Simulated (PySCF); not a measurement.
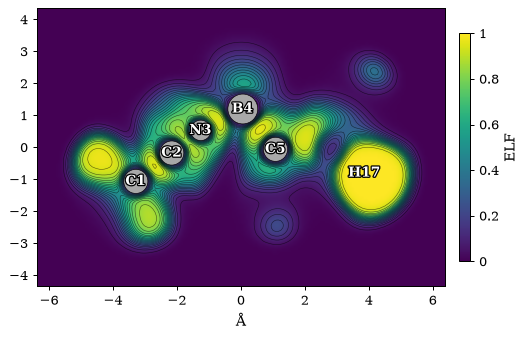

C$_{5}$H$_{12}$BNSi. Electron localisation function on the plane of atoms N3, B4 and C5. Grey discs cover the atomic cores.

Geometry: GFN2-xTB.

The calculation used PBE0/pcSseg-1, SCF density, gas phase, non-relativistic in PySCF 2.14.0.

Input

```
{"job": {"kind": "nmr", "xc": "PBE0", "basis": "pcSseg-1"}, "charge": 0, "multiplicity": 1}
C      3.879941    -0.507367    -0.179914
C      2.637165     0.203721    -0.228590
N      1.636805     0.773425    -0.260204
B      0.256133     1.279651    -0.150555
C     -0.394998     0.257164     0.930290
C     -0.665482    -1.207588     0.527291
Si    -2.216056    -0.226957     0.949804
C     -3.399756     0.293372    -0.429430
H      3.687651    -1.569682    -0.025056
H      4.486246    -0.130565     0.644030
H      4.425570    -0.374771    -1.114702
H     -0.210030     1.196073    -1.244988
H      0.336682     2.400667     0.246138
H      0.063931     0.328791     1.914759
H     -0.461220    -1.451076    -0.507417
H     -0.279681    -1.971380     1.191281
H     -2.862279    -0.496734     2.233900
H     -2.848231     0.547572    -1.328263
H     -4.101428    -0.499029    -0.674817
H     -3.976113     1.165392    -0.135379
```

Command:

```sh
OMP_NUM_THREADS=1 python probes_run.py task.json out
```

Q: Interpret the plot.

A: The plane passes through C, N, B and H nuclei.
C–N (1.15 Å): the ELF peaks at about 0.85 between the atoms; a multiple bond.
C–C (1.43 Å): the ELF peaks at about 0.95 between the atoms, as expected for a covalent bond.
B–N (1.47 Å): the ELF peaks at about 0.95 between the atoms (a shared but strongly polarised pair).
C–B (1.62 Å): the ELF peaks at about 0.95 between the atoms, as expected for localised, covalent bonding.
